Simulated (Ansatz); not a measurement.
# Pressure series in ZnSe

Consider ZnSe in the zinc blende structure (space group F-43m, No. 216; a = 5.733 Å).

Cell and atoms are relaxed at each pressure.

Computed with PBE (Ansatz, a quantum-chemistry and plane-wave program; PAW; 420 eV plane waves; scalar-relativistic without spin-orbit coupling).

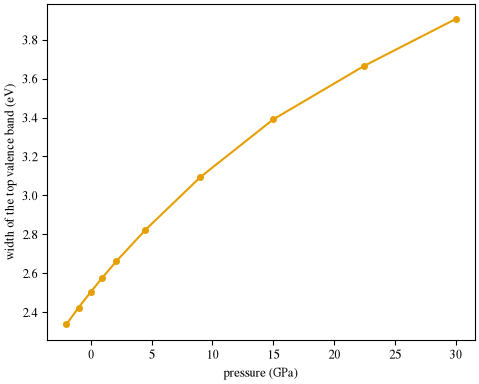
Fig. 1. Width of the top valence band against pressure

From the plot, what is the width of the top valence band for pressure −1 GPa?

About 2.4 eV.

Is the trend monotonic over the range shown?

Yes, it rises throughout, spanning 2.34 eV to 3.91 eV.

The levels and masses belong to the bands next to the band gap. Load acts through the strain it causes; cell and atoms are relaxed under it. Stability against distortions was not tested. Measured, ZnSe leaves this structure (for rock salt) near 13 GPa (temperature not stated; as listed in M. Köfferlein et al., Hyperfine Interactions (1994)).
